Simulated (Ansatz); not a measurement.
**Profile along the Zn–F line in KZnF3 (cubic perovskite)**

KZnF₃ (cubic perovskite)

```xyz
5
Lattice="4.0523 0.0000 0.0000 0.0000 4.0523 0.0000 0.0000 0.0000 4.0523" Properties=species:S:1:pos:R:3 pbc="T T T"
K      0.0000     0.0000     0.0000
Zn     2.0262     2.0262     2.0262
F      0.0000     2.0262     2.0262
F      2.0262     0.0000     2.0262
F      2.0262     2.0262     0.0000
```

Fields along a shortest Zn–F line of a {110} plane (2.03 Å), from Zn to F, interpolated on the slice's grid (step about 0.3 Å). Calculation: PBEsol (plane waves to 420 eV, PAW, scalar-relativistic; Ansatz, an electronic-structure program). k mesh 8×8×8. Near the nuclei the fields are pseudised (PAW); where an atom keeps semicore shells as valence, they peak there. KZnF3 was relaxed with its symmetry unable to fall.

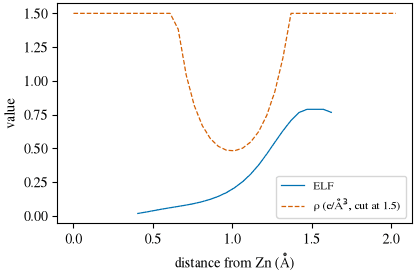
*ELF (away from the nuclei) and valence density from Zn to F.*

Density on the Zn–F line (2.03 Å) at its midpoint: 0.48 e/Å³. ELF at that point: 0.2.
